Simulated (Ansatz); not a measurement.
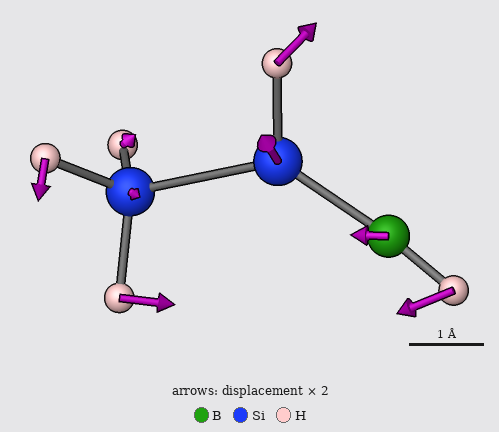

A relaxation of BSi₂H₅. The starting structure is drawn; purple arrows show the displacements, 2 times their true length. The two geometries are superimposed by the best rigid fit.

Style: ball-and-stick. Shown at a tilt.

Theory: RKS PBE0-D4/def2-TZVP (Ansatz). Set-up: force threshold 0.005 eV/Å; at most 200 steps.

Describe the change and its energy.

Answer. The energy falls by 0.118 eV in 17 accepted moves (21 points after the start). Largest force component: 0.53 eV/Å at the start, 0.004 eV/Å at the end. The line search rejected the trial steps at points 5, 8, 10, 12 of the run. The largest move after the best rigid fit is that of an H atom, 0.45 Å. By element the largest moves are H 0.45 Å, Si 0.37 Å, B 0.27 Å. Some distances before and after: B–H 1.154 → 1.183 Å, Si–Si 2.293 → 2.320 Å, B–Si 1.815 → 1.833 Å, H–Si 1.469 → 1.487 Å. Among the angles between lasting bonds that change: B–Si–Si 128.9° → 107.4°, Si–Si–H 110.3° → 121.2°, Si–B–H 173.6° → 167.3°. The run took 45 s on 2 threads of AMD EPYC 7R32, with other jobs on the host.
